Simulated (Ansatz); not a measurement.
# BClH4N2: rotation by 180° about the N1–B2 bond, part 1 of 2

Aim: the minimum-energy path and barrier of the rotation by 180° about the N1–B2 bond. The ends are relaxed first, then joined by a nudged elastic band. SMILES of the start: NB(N)Cl.

Method: RKS PBE-D4/def2-SVP, in Ansatz 0.2.0.

## (1) The starting structure

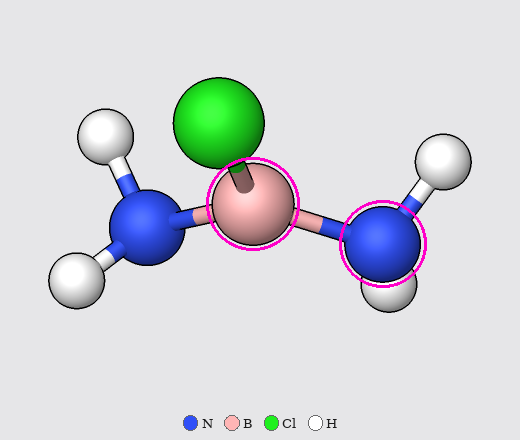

The starting structure, seen from a free direction (nitrogen blue, boron pink, chlorine green, hydrogen white). Ringed: N1, B2.

Coordinates:

```xyz
8

N    -0.5903    1.2866    0.0213
B    -0.3069   -0.1389   -0.2177
N     0.6883   -0.8323    0.6529
Cl   -1.0815   -1.0632   -1.5617
H    -0.3534    1.8377   -0.8726
H    -0.0321    1.6987    0.7826
H     0.2678   -1.6487    1.1102
H     1.5002   -1.1971    0.0292
```

## (2) Relaxing end A

Input file input.yaml:

```yaml
crystal:
  periodic: [false, false, false]
  atoms:
    - { symbol: "N", position_ang: [-0.5903, 1.2866, 0.0213] }
    - { symbol: B, position_ang: [-0.3069, -0.1389, -0.2177] }
    - { symbol: "N", position_ang: [0.6883, -0.8323, 0.6529] }
    - { symbol: Cl, position_ang: [-1.0815, -1.0632, -1.5617] }
    - { symbol: H, position_ang: [-0.3534, 1.8377, -0.8726] }
    - { symbol: H, position_ang: [-0.0321, 1.6987, 0.7826] }
    - { symbol: H, position_ang: [0.2678, -1.6487, 1.1102] }
    - { symbol: H, position_ang: [1.5002, -1.1971, 0.0292] }
basis:
  gaussian: { orbitals: def2-SVP }
hamiltonian:
  xc: pbe
  dispersion: d4
relax:
  f_tol: 0.015
  max_steps: 40
output:
  orbitals: {}
```

Launch:

```sh
> ansatz run input.yaml --threads 1 --pin off --max-ram 2048MiB --backend cpu --events-out ev --progress --plain --runs-dir out
```

Output, cut to the lines that bear on the results:

```text
Warning: RAYON_NUM_THREADS=1 ignored (pool sized by the plan → 1); use --threads N
[...]
Functional definition: PBE
[...]
925 factors; their error is unknown
[...]
mean field -16230.12191471 eV, -596.4459791938 hartree, gradient 2.1e-5 eV, S^2 0.000000; 0 other end points of the search recorded, 0 dependent functions left out
[...]
reference -16230.12194602 eV, -596.4459803446 hartree; 20, 20 occupied and 60, 60 virtual orbitals, 925 factors
relax step   1: F+E_penalty+E_count = -16230.26116711 eV  Δ(F+E_penalty+E_count) = +0.000e0 eV  max|allowed force component| = 2.254e0 eV/Å  Δτ_max = 0.0000 Å  (27 SCF iters, accepted)
[...]
relax step   3: F+E_penalty+E_count = -16230.72640760 eV  Δ(F+E_penalty+E_count) = -1.327e-1 eV  max|allowed force component| = 1.973e0 eV/Å  Δτ_max = 0.1964 Å  (35 SCF iters, accepted)
[...]
relax step   5: F+E_penalty+E_count = -16231.05075942 eV  Δ(F+E_penalty+E_count) = -1.310e-1 eV  max|allowed force component| = 6.121e-1 eV/Å  Δτ_max = 0.2000 Å  (32 SCF iters, accepted)
[...]
relax step   7: F+E_penalty+E_count = -16231.25953848 eV  Δ(F+E_penalty+E_count) = -9.387e-2 eV  max|allowed force component| = 6.777e-1 eV/Å  Δτ_max = 0.2000 Å  (28 SCF iters, accepted)
[...]
relax step   9: F+E_penalty+E_count = -16231.34416600 eV  Δ(F+E_penalty+E_count) = -1.711e-2 eV  max|allowed force component| = 1.946e-1 eV/Å  Δτ_max = 0.2000 Å  (27 SCF iters, accepted)
[...]
relax step  10: F+E_penalty+E_count = -16231.34986994 eV  Δ(F+E_penalty+E_count) = -5.704e-3 eV  max|allowed force component| = 2.182e-2 eV/Å  Δτ_max = 0.0463 Å  (27 SCF iters, accepted)
[...]
relax step  11: F+E_penalty+E_count = -16231.35005684 eV  Δ(F+E_penalty+E_count) = -1.869e-4 eV  max|allowed force component| = 3.982e-3 eV/Å  Δτ_max = 0.0078 Å  (28 SCF iters, accepted)
925 factors; their error is unknown
[...]
mean field -16231.21008488 eV, -596.4859687101 hartree, gradient 1.8e-5 eV, S^2 0.000000; 1 other end points of the search recorded, 0 dependent functions left out
[...]
reference -16231.21011601 eV, -596.4859698541 hartree; 20, 20 occupied and 60, 60 virtual orbitals, 925 factors
Total energy: -16231.35008797 eV, -596.4911137286 hartree
Atom 0 at    -0.210196     1.243985    -0.185096 Å, force     0.000756    -0.002670     0.000193 eV/Å
Atom 1 at    -0.247442    -0.170272    -0.247385 Å, force     0.001447     0.002649     0.003982 eV/Å
Atom 2 at     0.587450    -1.034690     0.501644 Å, force     0.000590     0.001366    -0.002119 eV/Å
Atom 3 at    -1.448527    -0.926967    -1.363252 Å, force    -0.002670    -0.001997    -0.003174 eV/Å
Atom 4 at    -0.834734     1.819326    -0.745032 Å, force     0.001808     0.001397     0.001441 eV/Å
Atom 5 at     0.426870     1.770980     0.409372 Å, force    -0.001001    -0.002732    -0.000789 eV/Å
Atom 6 at     0.521037    -2.046151     0.417027 Å, force     0.001538     0.001490     0.002478 eV/Å
Atom 7 at     1.297642    -0.713412     1.156923 Å, force    -0.002468     0.000498    -0.002012 eV/Å
Dipole moment:     0.397181     0.249809     0.367671 e Å
```

Run time: 26 s. Hardware: 1 thread of Intel Xeon at 2.70GHz, shared host; peak memory 0.13 GiB.

Step by step:

| step | energy from step 1 (eV) | largest force component (eV/Å) |
| --- | --- | --- |
| 1 | 0.0000 | 2.2539 |
| 2 | -0.3325 | 1.9004 |
| 3 | -0.4652 | 1.9734 |
| 4 | -0.6586 | 0.7417 |
| 5 | -0.7896 | 0.6121 |
| 6 | -0.9045 | 0.7216 |
| 7 | -0.9984 | 0.6777 |
| 8 | -1.0659 | 0.3131 |
| 9 | -1.0830 | 0.1946 |
| 10 | -1.0887 | 0.0218 |
| 11 | -1.0889 | 0.0040 |

Step 1 is the start.

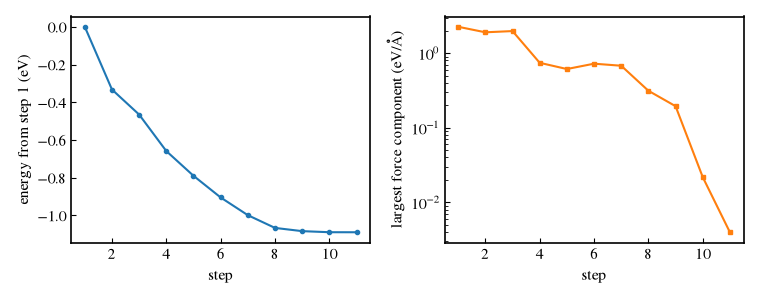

How energy and force went from step to step.

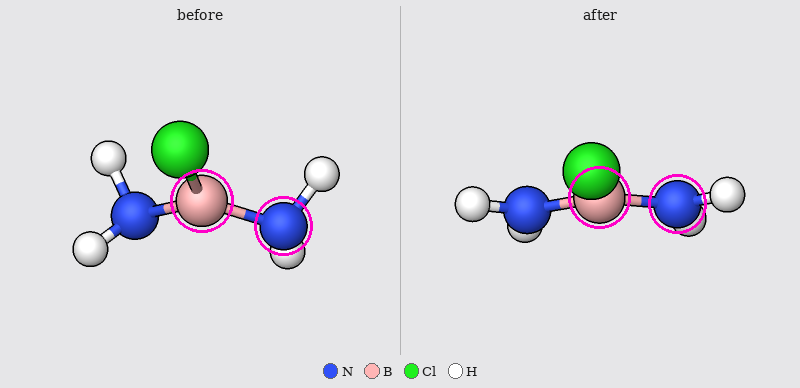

Before and after, at one scale.

After: Bond lengths: N1–B2 1.416 Å, B2–N3 1.416 Å, B2–Cl4 1.806 Å, N1–H5 1.017 Å, N1–H6 1.018 Å, N3–H7 1.017 Å, N3–H8 1.018 Å. Angles: N1–B2–N3 124.8°, N1–B2–Cl4 117.6°, N3–B2–Cl4 117.6°, B2–N1–H5 121.6°, B2–N1–H6 124.0°, H5–N1–H6 114.4°, B2–N3–H7 121.6°, B2–N3–H8 124.0°, H7–N3–H8 114.4°.

## (3) End point B

The second end starts from a geometry with the move made by hand.

Input file input.yaml:

```yaml
crystal:
  periodic: [false, false, false]
  atoms:
    - { symbol: "N", position_ang: [-0.5903, 1.2866, 0.0213] }
    - { symbol: B, position_ang: [-0.3069, -0.1389, -0.2177] }
    - { symbol: "N", position_ang: [-1.02454, -0.84165, -1.32238] }
    - { symbol: Cl, position_ang: [0.8385, -1.07973, 0.81359] }
    - { symbol: H, position_ang: [-0.3534, 1.8377, -0.8726] }
    - { symbol: H, position_ang: [-0.0321, 1.6987, 0.7826] }
    - { symbol: H, position_ang: [-0.35968, -1.25438, -1.98576] }
    - { symbol: H, position_ang: [-1.60152, -1.65849, -0.89679] }
basis:
  gaussian: { orbitals: def2-SVP }
hamiltonian:
  xc: pbe
  dispersion: d4
relax:
  f_tol: 0.015
  max_steps: 40
output:
  orbitals: {}
```

Launch:

```sh
> ansatz run input.yaml --threads 1 --pin off --max-ram 2048MiB --backend cpu --events-out ev --progress --plain --runs-dir out
```

Output, cut to the lines that bear on the results:

```text
Warning: RAYON_NUM_THREADS=1 ignored (pool sized by the plan → 1); use --threads N
[...]
Functional definition: PBE
[...]
925 factors; their error is unknown
[...]
mean field -16230.15992974 eV, -596.4473762204 hartree, gradient 1.4e-5 eV, S^2 0.000000; 0 other end points of the search recorded, 0 dependent functions left out
[...]
reference -16230.15996161 eV, -596.4473773915 hartree; 20, 20 occupied and 60, 60 virtual orbitals, 925 factors
relax step   1: F+E_penalty+E_count = -16230.29908456 eV  Δ(F+E_penalty+E_count) = +0.000e0 eV  max|allowed force component| = 1.652e0 eV/Å  Δτ_max = 0.0000 Å  (27 SCF iters, accepted)
[...]
relax step   3: F+E_penalty+E_count = -16230.77176460 eV  Δ(F+E_penalty+E_count) = -1.589e-1 eV  max|allowed force component| = 1.662e0 eV/Å  Δτ_max = 0.1960 Å  (28 SCF iters, accepted)
[...]
reference -16231.21011823 eV, -596.4859699354 hartree; 20, 20 occupied and 60, 60 virtual orbitals, 925 factors
Total energy: -16231.35007291 eV, -596.4911131751 hartree
Atom 0 at    -0.431150     1.178941    -0.000967 Å, force     0.005858     0.006346     0.008369 eV/Å
Atom 1 at    -0.142686    -0.184251    -0.252826 Å, force     0.010791    -0.006942     0.008621 eV/Å
Atom 2 at    -0.815850    -0.989341    -1.203420 Å, force     0.002465    -0.012649    -0.000681 eV/Å
Atom 3 at     1.180554    -0.952022     0.708321 Å, force    -0.013842     0.008055    -0.010178 eV/Å
Atom 4 at    -1.153008     1.706816    -0.487859 Å, force    -0.003054    -0.001317    -0.001293 eV/Å
Atom 5 at     0.081373     1.713966     0.696095 Å, force    -0.001404    -0.004129    -0.005256 eV/Å
Atom 6 at    -0.570718    -1.966304    -1.345946 Å, force    -0.000731     0.007000     0.002020 eV/Å
Atom 7 at    -1.578455    -0.657957    -1.791137 Å, force    -0.000083     0.003637    -0.001602 eV/Å
Dipole moment:    -0.438816     0.253359    -0.316475 e Å
```

Wall time 24 s (1 thread of Intel Xeon at 2.70GHz, shared host); peak memory 0.13 GiB.

Relaxation path:

```
step  energy from step 1 (eV)  largest force component (eV/Å)
   1                   0.0000                          1.6518
   2                  -0.3138                          1.5805
   3                  -0.4727                          1.6618
   4                  -0.6204                          0.4863
   5                  -0.6701                          0.6643
   6                  -0.7853                          0.7197
   7                  -0.8959                          0.6577
   8                  -0.9873                          0.5263
   9                  -1.0402                          0.2228
  10                  -1.0505                          0.0315
  11                  -1.0510                          0.0138
```

Step 1 is the start.

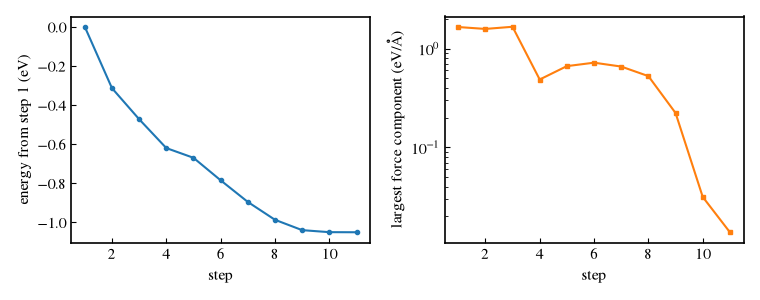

How energy and force went from step to step.

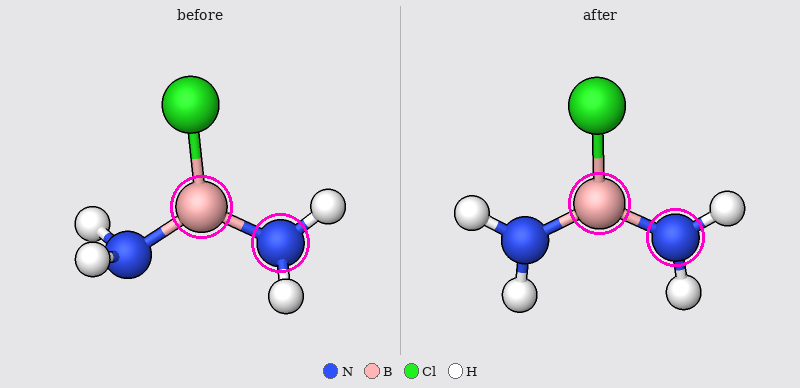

Before and after, at one scale.

After: Bond lengths: N1–B2 1.416 Å, B2–N3 1.416 Å, B2–Cl4 1.807 Å, N1–H5 1.018 Å, N1–H6 1.017 Å, N3–H7 1.017 Å, N3–H8 1.018 Å. Angles: N1–B2–N3 124.7°, N1–B2–Cl4 117.6°, N3–B2–Cl4 117.6°, B2–N1–H5 124.0°, B2–N1–H6 121.7°, H5–N1–H6 114.3°, B2–N3–H7 121.7°, B2–N3–H8 124.0°, H7–N3–H8 114.3°.

## (4) Nudged elastic band

crystal.atoms is end A as relaxed above, and neb.final_atoms is end B, turned to lie on A. With 5 inner images the band has 7 in all.

Input file input.yaml:

```yaml
crystal:
  periodic: [false, false, false]
  atoms:
    - { symbol: "N", position_ang: [-0.210196, 1.243985, -0.185096] }
    - { symbol: B, position_ang: [-0.247442, -0.170272, -0.247385] }
    - { symbol: "N", position_ang: [0.58745, -1.03469, 0.501644] }
    - { symbol: Cl, position_ang: [-1.448527, -0.926967, -1.363252] }
    - { symbol: H, position_ang: [-0.834734, 1.819326, -0.745032] }
    - { symbol: H, position_ang: [0.42687, 1.77098, 0.409372] }
    - { symbol: H, position_ang: [0.521037, -2.046151, 0.417027] }
    - { symbol: H, position_ang: [1.297642, -0.713412, 1.156923] }
basis:
  gaussian: { orbitals: def2-SVP }
hamiltonian:
  xc: pbe
  dispersion: d4
neb:
  order_check: false
  images: 5
  f_tol: 0.05
  max_iterations: 60
  initial_path: idpp
  final_atoms:
    - { symbol: "N", position_ang: [-0.21014463, 1.24356221, -0.18460852] }
    - { symbol: B, position_ang: [-0.24781017, -0.17047441, -0.24800098] }
    - { symbol: "N", position_ang: [0.5860715, -1.03445741, 0.50241447] }
    - { symbol: Cl, position_ang: [-1.44711921, -0.9272548, -1.36745676] }
    - { symbol: H, position_ang: [0.42385145, 1.76926425, 0.41412443] }
    - { symbol: H, position_ang: [-0.8305564, 1.82071008, -0.74747315] }
    - { symbol: H, position_ang: [0.52005871, -2.04621721, 0.41968304] }
    - { symbol: H, position_ang: [1.29774875, -0.71233371, 1.15551847] }
```

Launch:

```sh
> ansatz run input.yaml --threads 1 --pin off --max-ram 2048MiB --backend cpu --events-out ev --progress --plain --runs-dir out
```

Output, cut to the lines that bear on the results:

```text
Warning: RAYON_NUM_THREADS=1 ignored (pool sized by the plan → 1); use --threads N
[...]
Functional definition: PBE
[...]
925 factors; their error is unknown
[...]
mean field -16231.21008192 eV, -596.4859686011 hartree, gradient 1.1e-5 eV, S^2 0.000000; 0 other end points of the search recorded, 0 dependent functions left out
[...]
reference -16231.21011286 eV, -596.4859697384 hartree; 20, 20 occupied and 60, 60 virtual orbitals, 925 factors
925 factors; their error is unknown
[...]
mean field -16231.21008797 eV, -596.4859688236 hartree, gradient 1.3e-5 eV, S^2 0.000000; 0 other end points of the search recorded, 0 dependent functions left out
[...]
reference -16231.21011893 eV, -596.4859699612 hartree; 20, 20 occupied and 60, 60 virtual orbitals, 925 factors
NEB end point (image 0): max|allowed force component| = 3.849e-3 eV/Å (the criterion of neb.relax_end_points is 1.000e-2)
[...]
925 factors; their error is unknown
mean field -16231.10072304 eV, -596.4819497363 hartree, gradient 2.2e-5 eV, S^2 0.000000; 0 other end points of the search recorded, 0 dependent functions left out
[...]
reference -16231.10075388 eV, -596.4819508698 hartree; 20, 20 occupied and 60, 60 virtual orbitals, 925 factors
[...]
925 factors; their error is unknown
mean field -16230.84442814 eV, -596.4725310727 hartree, gradient 1.9e-5 eV, S^2 0.000000; 0 other end points of the search recorded, 0 dependent functions left out
[...]
reference -16230.84445894 eV, -596.4725322045 hartree; 20, 20 occupied and 60, 60 virtual orbitals, 925 factors
[...]
925 factors; their error is unknown
mean field -16230.72474996 eV, -596.4681329807 hartree, gradient 2.4e-5 eV, S^2 0.000000; 0 other end points of the search recorded, 0 dependent functions left out
[...]
reference -16230.72478118 eV, -596.4681341281 hartree; 20, 20 occupied and 60, 60 virtual orbitals, 925 factors
[...]
925 factors; their error is unknown
[...]
```

## (5) The log goes on: band between the two ends

The log, continued, cut to the lines that bear on the results:

```text
mean field -16230.84650192 eV, -596.4726072826 hartree, gradient 1.8e-5 eV, S^2 0.000000; 0 other end points of the search recorded, 0 dependent functions left out
[...]
reference -16230.84653271 eV, -596.4726084143 hartree; 20, 20 occupied and 60, 60 virtual orbitals, 925 factors
[...]
925 factors; their error is unknown
mean field -16231.09727188 eV, -596.4818229085 hartree, gradient 2.2e-5 eV, S^2 0.000000; 0 other end points of the search recorded, 0 dependent functions left out
[...]
reference -16231.09730280 eV, -596.4818240451 hartree; 20, 20 occupied and 60, 60 virtual orbitals, 925 factors
NEB iter   4: max|band force component| = 6.722e-1 eV/Å  barrier→ = 0.4857 eV  barrier← = 0.4857 eV  Δτ_max = 0.0668 Å  (154 SCF iters)
[...]
NEB iter   6: max|band force component| = 1.628e-1 eV/Å  barrier→ = 0.4354 eV  barrier← = 0.4354 eV  CI = image 3  Δτ_max = 0.0113 Å  (140 SCF iters)
[...]
Total energy: -16230.91571425 eV, -596.4751507887 hartree
Atom 0 at     0.069327     1.297628    -0.018840 Å, force     0.004840     0.016641     0.006410 eV/Å
Atom 1 at    -0.063887    -0.136982    -0.275982 Å, force    -0.019658    -0.035822    -0.046736 eV/Å
Atom 2 at     0.154936    -1.072245     0.741806 Å, force    -0.000654    -0.002638    -0.005909 eV/Å
Atom 3 at    -0.517854    -0.807082    -1.906303 Å, force     0.009862     0.013931     0.036744 eV/Å
Atom 4 at    -0.805481     1.789766    -0.245244 Å, force     0.006358     0.003807    -0.001712 eV/Å
Atom 5 at     0.769794     1.715798    -0.645913 Å, force    -0.004311     0.004716     0.002843 eV/Å
Atom 6 at     0.073046    -2.080226     0.614907 Å, force     0.004402    -0.003131     0.005684 eV/Å
Atom 7 at     0.412219    -0.763860     1.679769 Å, force    -0.000838     0.002496     0.002677 eV/Å
Dipole moment:     0.079609    -0.017977     0.307665 e Å
this run last wrote the band of iteration 7 to <dir>
```

Run time: 71 s. Hardware: 1 thread of Intel Xeon at 2.70GHz, shared host; peak memory 0.12 GiB.

## (6) What the band shows

Images 0 and 6 are the ends. Energies count from image 0; the path length is the program's own measure over all atoms.

| image | path (Å) | energy (eV) | dihedral H5–N1–B2–Cl4 (°) | band force (eV/Å) |
| --- | --- | --- | --- | --- |
| 0 | 0.000 | 0.0000 | 0 | - |
| 1 | 0.610 | 0.1065 | 12 | 0.035 |
| 2 | 1.219 | 0.3345 | 29 | 0.037 |
| 3* | 1.829 | 0.4344 | 57 | 0.047 |
| 4 | 2.440 | 0.3368 | 94 | 0.030 |
| 5 | 3.050 | 0.1091 | 138 | 0.020 |
| 6 | 3.661 | 0.0000 | 180 | - |

The star marks the climbing image.

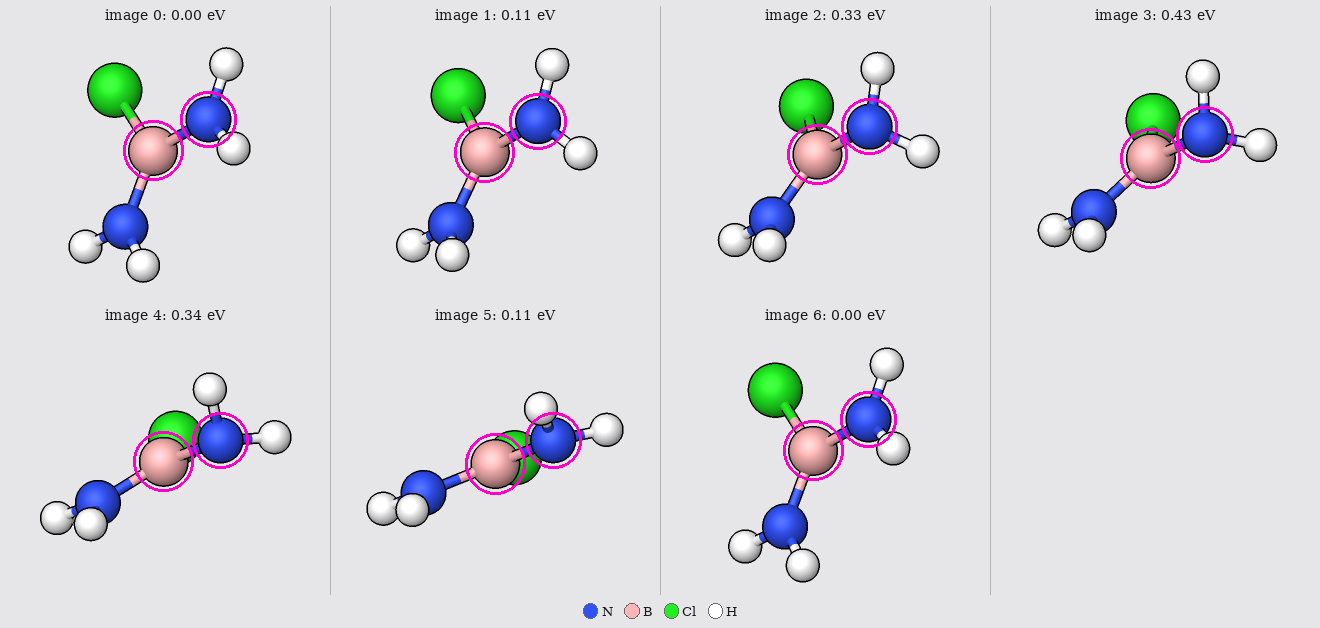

The images of the last band, seen from a free direction. Ringed: N1, B2. Sticks join atoms closer than a bonding distance in each image.

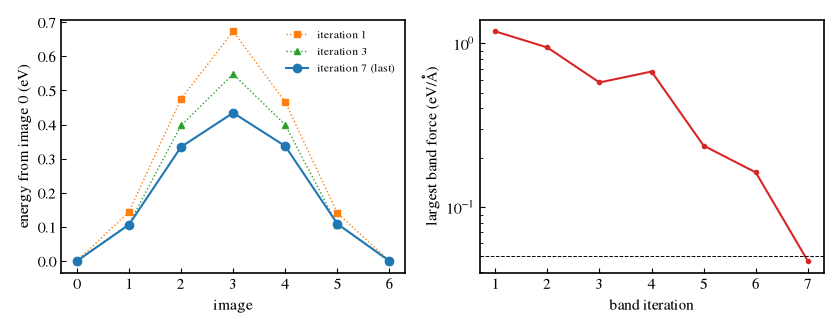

Left: energy of each image for early iterations and the last one (lines only join the points; early values far above the last band run off the scale). Right: the largest band force by iteration, with the threshold dashed.

The top of the band by iteration:

```csv
iteration,highest image above image 0 (eV),largest band force (eV/Å)
1,0.6732,1.183
2,0.6287,0.943
3,0.5481,0.577
4,0.4857,0.672
5,0.4407,0.237
6,0.4354,0.163
7,0.4344,0.047
```

Positions of all images (Å):

```xyz
8
image=0 dE=0.0000
N    -0.210    1.244   -0.185
B    -0.247   -0.170   -0.247
N     0.587   -1.035    0.502
Cl   -1.449   -0.927   -1.363
H    -0.835    1.819   -0.745
H     0.427    1.771    0.409
H     0.521   -2.046    0.417
H     1.298   -0.713    1.157
8
image=1 dE=0.1065
N    -0.190    1.257   -0.128
B    -0.211   -0.161   -0.259
N     0.517   -1.044    0.572
Cl   -1.232   -0.891   -1.561
H    -0.871    1.814   -0.639
H     0.671    1.767    0.060
H     0.478   -2.053    0.445
H     0.930   -0.747    1.455
8
image=2 dE=0.3345
N    -0.097    1.287   -0.033
B    -0.152   -0.144   -0.262
N     0.344   -1.064    0.677
Cl   -0.896   -0.836   -1.766
H    -0.862    1.798   -0.480
H     0.778    1.732   -0.329
H     0.319   -2.072    0.538
H     0.658   -0.758    1.598
8
image=3 dE=0.4344
N     0.069    1.298   -0.019
B    -0.064   -0.137   -0.276
N     0.155   -1.072    0.742
Cl   -0.518   -0.807   -1.906
H    -0.805    1.790   -0.245
H     0.770    1.716   -0.646
H     0.073   -2.080    0.615
H     0.412   -0.764    1.680
8
image=4 dE=0.3368
N     0.212    1.275   -0.094
B     0.018   -0.148   -0.305
N    -0.035   -1.057    0.763
Cl   -0.136   -0.844   -1.975
H    -0.656    1.800    0.061
H     0.705    1.733   -0.865
H    -0.181   -2.058    0.641
H     0.165   -0.759    1.718
8
image=5 dE=0.1091
N     0.241    1.243   -0.209
B     0.067   -0.166   -0.334
N    -0.223   -1.028    0.748
Cl    0.237   -0.914   -1.973
H    -0.374    1.811    0.371
H     0.621    1.764   -0.997
H    -0.352   -2.029    0.617
H    -0.124   -0.739    1.720
8
image=6 dE=0.0000
N    -0.208    1.244   -0.185
B    -0.247   -0.170   -0.249
N     0.583   -1.035    0.505
Cl   -1.442   -0.926   -1.374
H     0.423    1.769    0.416
H    -0.826    1.821   -0.751
H     0.517   -2.047    0.421
H     1.292   -0.714    1.161
```

(Continued in part 2 of 2.)
